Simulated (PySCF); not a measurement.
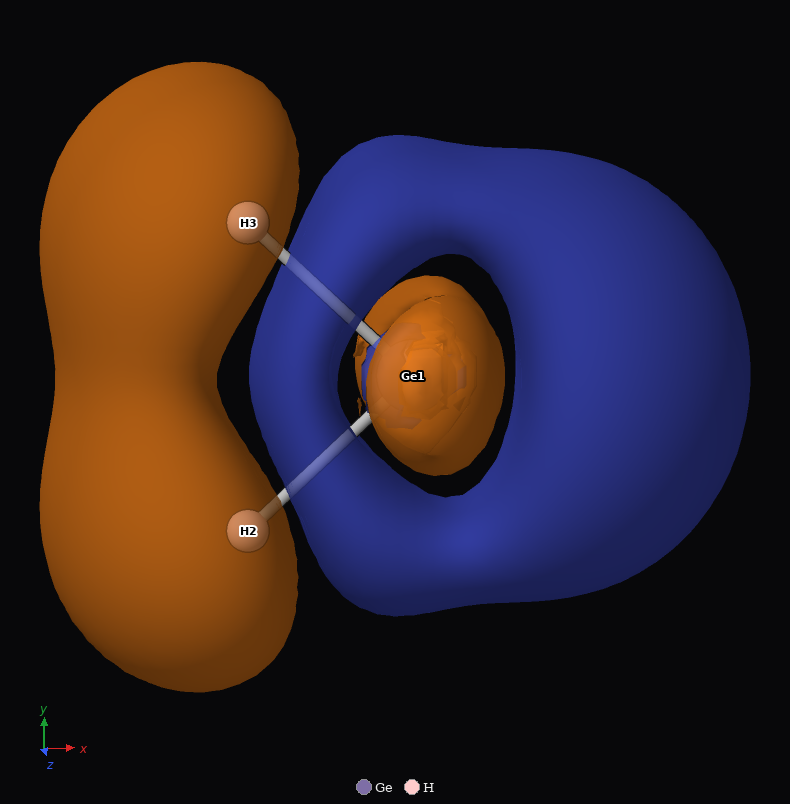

Figure 1: GeH$_{2}$, SMILES `[GeH2]`. Change of the electron density in a uniform field of 0.21 V/Å, surfaces at ±0.0008 e/Å³ (orange: gain, blue: loss).

Method: PBE0/def2-SVPD; geometry: GFN2-xTB; program: PySCF. No frequency check shows the geometry to be a minimum. GFN2-xTB bond lengths at metals and heavier atoms can be off by up to 0.1 Å and shapes distorted, which carries into these values.

> Along which Cartesian direction does the field point?

Along +x: electrons gather on the −x side, against the field.

> What dipole is induced, and what polarisability does it imply?

The induced dipole is 0.43 D (along the field); α along this axis, from the fields in both directions, is 42 bohr³ (6.3 Å³).

> Which atoms gain and lose the most charge?

Electrons gather most on H2 and H3 alike (Hirshfeld charge changes by −0.011 e) and leave Ge1 most (+0.022 e); 0.035 electrons are displaced in all.

Cost of the run: 2.9 s on 1 thread of Intel(R) Xeon(R) 6975P-C (Granite Rapids), on a shared host, peak memory 0.22 GiB.
